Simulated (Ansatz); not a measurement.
Run report: AlNH$_{4}$F$_{2}$, nudged elastic band (part 2 of 2)

AlNH$_{4}$F$_{2}$; RKS PBE-D4/6-31G* (Ansatz 0.2.0). The run did not end well. One setting was made poor on purpose. It belongs to a series of runs on one base structure; here: band between the two ends.

Geometry of the input (Å):
```
Al 0.0114  -0.0427  0.2052
H  -0.2366  0.8942  1.4798
F  1.5445  -0.0401  -0.4940
F  -1.2657  -0.2732  -0.8696
N  0.0687  -1.9626  0.9592
H  -0.6682  -2.5200  0.5084
H  0.9763  -2.3862  0.7272
H  -0.0623  -2.0155  1.9765
```

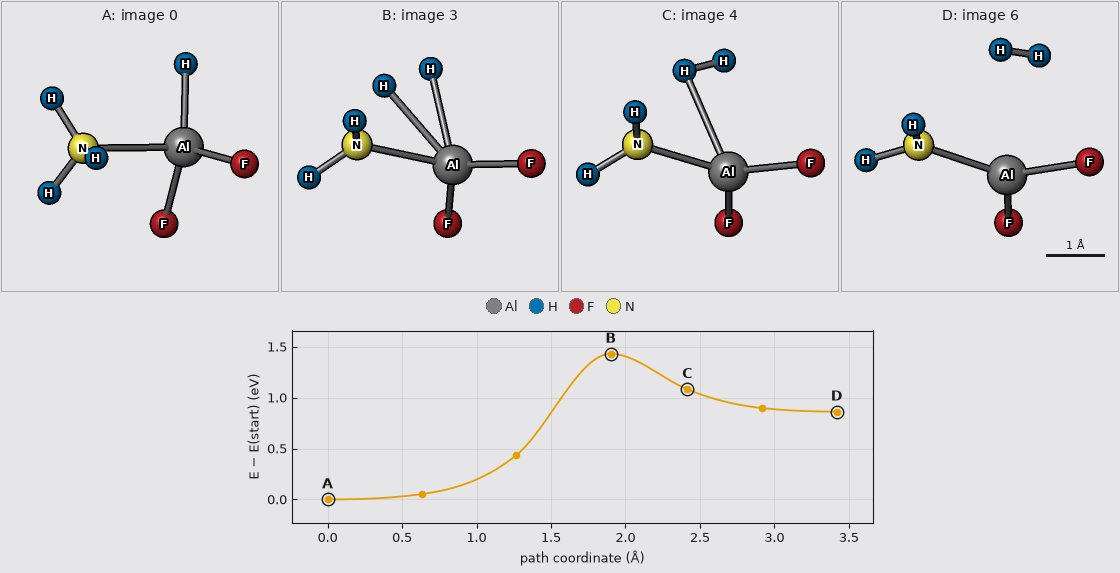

Images of the last band (counted from 0; ball-and-stick, seen at a tilt) above the energy along the path; the line is a cubic interpolation that uses the forces. The highest image is number 3, 1.431 eV above the start and 0.568 eV above the end (the climbing image); the end lies 0.863 eV above the start. The path is 3.42 Å long. The band had not converged after 60 iterations.

```
Unfinished report: {"positions_ang":[[0.08941966056992705,-0.368369781678536,-0.025067011888735207],[-0.1543667649194798,0.06553387456739397,1.7274905087315435],[1.541868251459458,0.2282977186939911,-0.5797214014134818],[-1.3265869273238153,0.01892513112243421,-0.8097731427404337],[0.07442645348149574,-2.0638274477457137,0.8031504564369489],[-0.615808776202146,-2.7893424138134093,0.5835296938330403],[0.9497914905871675,-2.502619001095211,1.1063933994607036],[-0.19074438765260618,-0.9346990700509524,1.6866975075804147]],"unchecked":["starts","cluster_reference","orbital_swaps","neighbouring_geometries","increment"],"mean_field":{"relativity":"none","state":{"energy":{"ev":-13577.792975112006,"hartree":-498.9746884767362},"converged":true,"gradient_ev":0.00006625540258824714,"stability":{"kind":"minimum","curvature_ev":98.05264402610536},"curvature_floor_ev":0.00030000000000000003,"spin_squared":-1.0658141036401503e-14},"others":[],"fillings":{"estimated":0,"unestimated":0,"tried":0,"untried":0,"excluded_magnetic_sites":0},"n_dropped_functions":0,"n_trapped_functions":0,"passes":{"evaluations":2,"products":14},"factors":{"origin":"density fitting in generated functions","count":824,"bound_ev":null},"gradient_stop_ev":0.00009,"reference_kind":"stationary","functional":{"name":"PBE","citations":["Perdew, Burke & Ernzerhof, Phys. Rev. Lett. 77, 3865 (1996) doi:10.1103/PhysRevLett.77.3865"],"text":"name \"PBE\"\ncite \"Perdew, Burke & Ernzerhof, Phys. Rev. Lett. 77, 3865 (1996) doi:10.1103/PhysRevLett.77.3865\"\nparent pbe\nparameter kappa = 0.804\nparameter beta = 0.06672455060314922\nexchange = pbe_x(kappa = kappa, mu = beta*pi^2/3)\ncorrelation = pbe_c(beta = beta)\n","parameters":{"beta":{"value":0.06672455060314922,"default":0.06672455060314922},"kappa":{"value":0.804,"default":0.804}},"final_grid":{"core_spheres":13.0,"valence_spheres":11.0,"degree":36.0},"final_grid_parameter_source":"default","radial_points_factor":1.0,"radial_grid_error_ev":3.125828648923977e-7,"grid_sensitivity":"normal","grid_sensitivity_ratio":0.001870803151768979},"unsmoothed_excess_ev":-0.0000489373759629055,"symmetry":{"irreps":["A"],"axes":[[0.9999589420428645,-0.0008621377470640517,0.009020584627395337],[0.0009296835765932221,0.9999715439427725,-0.0074864539773517],[-0.009013873582557423,0.0074945328882245615,0.999931288669289]],"occupied":[{"A":21},{"A":21}]},"density_repulsion":{"missed_ev":0.00012674531164245717,"excess_ev":0.0001267453097763943,"most_excess_ev":0.0005459999999999999,"are_drawn_again":false,"n_first_factors":824,"energy_change_ev":0.0,"n_dropped_ends":0},"direct_passes":"host"},"factors":{"origin":"density fitting in generated functions","count":824,"bound_ev":null},"n_frozen":0,"n_occupied":[21,21],"n_virtual":[51,51],"reference":{"ev":-13577.792975112006,"hartree":-498.9746884767362},"dispersion":{"energy":{"ev":-0.11159905188760263,"hartree":-0.004101189512315148},"switches_in_reach":[]},"total":{"ev":-13577.904574163895,"hartree":-498.9787896662486},"forces_ev_per_angstrom":[[-0.014692652166674538,-0.011307418833436386,-0.002959079877109456],[-0.02640499028083979,-0.00042455492057797556,0.011686855752083307],[-0.0033880592939606958,0.0009072068495579629,0.04604474909177859],[0.00904222502676285,-0.019815612592290165,-0.04834949653032271],[0.011941615965658691,0.0014067434215083853,-0.0004449103598678835],[-0.03015055520323959,0.03348723157274052,0.054421030372723764],[0.02683400591921928,-0.03220102241982233,-0.08305688392942066],[0.026818410036044144,0.027947426923208788,0.022657735475355243]],"charge_distribution":{"dipole_moment_e_ang":[0.02892296406520829,-0.6567157259969882,0.40590443033689483],"mulliken_charges_e":[0.8924001627974292,-0.1263202986622134,-0.3920689008564455,-0.3957134070381212,-0.8740674015250995,0.35567224536094866,0.3565882928618751,0.1835093070616025],"lowdin_charges_e":[-0.11128490328637852,-0.06793148836951834,-0.05138222046727137,-0.05230751601436445,-0.48539588431844827,0.252231039155402,0.25298316776722907,0.26308780553332045]},"n_threads":1,"memory_gib":1.7045454550534487,"seconds":{"hamiltonian":1.008414349,"orbitals":0.0,"second_order":0.0,"solver_start":0.0,"cycles":0.0,"cycle":0.0,"perturbative":0.0,"full_ci_increment":0.0,"forces":0.0}}
this run last wrote the band of iteration 60 to [file]
Error: NEB band did not converge after 60 iterations: max|band force component| = 1.16e-1 eV/Å (threshold 5.0e-2); raise `neb.max_iterations` in a new run, which can start from the last band evaluated (`neb.initial_path`, with `crystal.atoms` and `neb.final_atoms` set to its first and last images), add images, or start from endpoints closer to local minima. Where this run's directory can be resumed (`checkpoint.write`), a resume goes on for up to `neb.max_iterations` more; to start a new run from the last band, take its images' positions from the `neb_iteration` event of iteration 60 (`data.images[].positions_ang`), in the event stream of the run that computed that iteration (not this run's, if it was resumed behind it). With `checkpoint.write`, `steps/00-neb/state/checkpoint.json` in the run directory holds the last saved band, under `neb.evaluated.images[].positions_ang` (a band under a hybrid functional on support functions is neither saved nor resumed: `neb.initial_path` says where its path is): check the last entry of `neb.iterations` there, which is earlier than 60 if that iteration was not saved or its write failed. If the band's step has no `state` directory and holds `state.next`, a write was cut short, and the file is under `state.next` instead (behind a loss of power it can be under `state.prev`)
this run wrote the band of iteration 60 to [file] as well, whether or not its events were kept: a new run's `neb.initial_path` can list its `images[].positions_ang`
a run's events are kept only if it was started with --events-out <file>, and are in that file
```

### The last band as extended XYZ (Å, eV, eV/Å)
```
8
Properties=species:S:1:pos:R:3:forces:R:3 image=0 energy=-13579.33539
Al    0.0114   -0.0427    0.2052    0.0014  -0.0087  -0.0080
H    -0.2366    0.8942    1.4798    0.0008  -0.0041  -0.0032
F     1.5445   -0.0401   -0.4940   -0.0005   0.0039   0.0032
F    -1.2657   -0.2732   -0.8696   -0.0008   0.0043   0.0033
N     0.0687   -1.9626    0.9592   -0.0003  -0.0006   0.0025
H    -0.6682   -2.5200    0.5084    0.0009   0.0037   0.0019
H     0.9763   -2.3862    0.7272   -0.0019   0.0041   0.0014
H    -0.0623   -2.0155    1.9765    0.0004  -0.0026  -0.0011
8
Properties=species:S:1:pos:R:3:forces:R:3 image=1 energy=-13579.28283
Al    0.0479   -0.0663    0.1451   -0.0101   0.0272   0.0317
H    -0.0786    0.6571    1.5722   -0.0093   0.1347  -0.0252
F     1.5100    0.0714   -0.6716   -0.0016  -0.0751   0.0114
F    -1.3233   -0.1521   -0.8251    0.0069  -0.0329   0.0028
N     0.0650   -1.9803    0.9233    0.0101   0.0179   0.0224
H    -0.5439   -2.6626    0.4537    0.0079   0.0457  -0.0610
H     0.9988   -2.3971    1.0283    0.0056   0.0174  -0.0503
H    -0.3080   -1.8162    1.8668   -0.0094  -0.1350   0.0683
8
Properties=species:S:1:pos:R:3:forces:R:3 image=2 energy=-13578.90154
Al    0.0787   -0.1488    0.0703   -0.0496   0.4453   0.2033
H    -0.1004    0.3017    1.6363    0.0522   0.4994  -0.1840
F     1.5463    0.1978   -0.6535    0.0250  -0.1125  -0.0873
F    -1.3198   -0.0470   -0.8455    0.0409  -0.1026  -0.1293
N     0.0671   -2.0154    0.8703    0.0231   0.1154   0.1608
H    -0.6029   -2.7453    0.5960   -0.0597   0.1301   0.0641
H     0.9598   -2.4528    1.1331    0.0022   0.0468  -0.0731
H    -0.2607   -1.4364    1.6858   -0.0342  -1.0220   0.0454
8
Properties=species:S:1:pos:R:3:forces:R:3 image=3 energy=-13577.90452
Al    0.0894   -0.3684   -0.0251   -0.0147  -0.0113  -0.0030
H    -0.1544    0.0655    1.7275   -0.0264  -0.0004   0.0117
F     1.5419    0.2283   -0.5797   -0.0034   0.0009   0.0460
F    -1.3266    0.0189   -0.8098    0.0090  -0.0198  -0.0483
N     0.0744   -2.0638    0.8032    0.0119   0.0014  -0.0004
H    -0.6158   -2.7893    0.5835   -0.0302   0.0335   0.0544
H     0.9498   -2.5026    1.1064    0.0268  -0.0322  -0.0831
H    -0.1907   -0.9347    1.6867    0.0268   0.0279   0.0227
8
Properties=species:S:1:pos:R:3:forces:R:3 image=4 energy=-13578.25213
Al    0.0893   -0.5382   -0.1166   -0.0020  -0.2303  -0.1391
H    -0.1187    0.1474    1.8697   -0.0357   0.1473   0.1466
F     1.5050    0.2480   -0.5036   -0.0377   0.0149   0.1280
F    -1.3309    0.0649   -0.7372    0.0056  -0.0068   0.0039
N     0.0799   -2.1670    0.6556    0.0525  -0.1181  -0.1706
H    -0.5817   -2.9035    0.4203   -0.0184  -0.1069  -0.0487
H     0.9282   -2.5608    1.0650    0.0202  -0.1063  -0.1157
H    -0.2031   -0.6369    1.8394    0.0155   0.4063   0.1956
8
Properties=species:S:1:pos:R:3:forces:R:3 image=5 energy=-13578.43777
Al    0.0832   -0.6291   -0.1860   -0.0008  -0.0323  -0.0217
H    -0.1188    0.3442    2.0332   -0.0087   0.0648   0.0297
F     1.4752    0.2551   -0.4035   -0.0063   0.0045   0.0565
F    -1.3373    0.0115   -0.7672    0.0001  -0.0282  -0.0207
N     0.1156   -2.2651    0.5125    0.0270  -0.0253  -0.0399
H    -0.5976   -2.9732    0.3519   -0.0302  -0.0103   0.0204
H     0.9526   -2.6773    0.9218    0.0166  -0.0455  -0.0741
H    -0.2050   -0.4123    2.0301    0.0023   0.0722   0.0499
8
Properties=species:S:1:pos:R:3:forces:R:3 image=6 energy=-13578.47279
Al    0.1079   -0.6739   -0.1560    0.0037  -0.0176   0.0114
H    -0.2557    0.5180    2.0105   -0.0019   0.0251   0.0033
F     1.4962    0.2292   -0.3055    0.0021   0.0024  -0.0040
F    -1.3219   -0.0199   -0.6974   -0.0048   0.0055  -0.0044
N     0.1673   -2.3419    0.4515   -0.0078  -0.0269  -0.0148
H    -0.6209   -2.9860    0.4049    0.0071   0.0188   0.0029
H     1.0330   -2.8464    0.6351    0.0007   0.0144   0.0043
H    -0.2380   -0.2253    2.1496    0.0009  -0.0217   0.0012
```

### What the run reported

| quantity | value |
| --- | --- |
| outcome | not converged |
| barrier, forward (band not converged) | 1.431 eV |
| barrier, backward | 0.568 eV |
| hardware | 1 thread of Intel Xeon (Sapphire Rapids), 16 GiB of memory available, shared host |
| wall time | 6 min |
| peak memory | 0.13 GiB |

### What went wrong

The run did not converge: “NEB band did not converge after 60 iterations: max|band force component| = 1.16e-1 eV/Å (threshold 5.0e-2); raise `neb.max_iterations` in a new run, which can start from the last band evaluated (`neb.initial_path`, with `crystal.atoms` and `neb.final_atoms` set to its first and last images), add images, or start from endpoints closer to local minima …” Its last values are not results. A deliberately poor setting: step length.
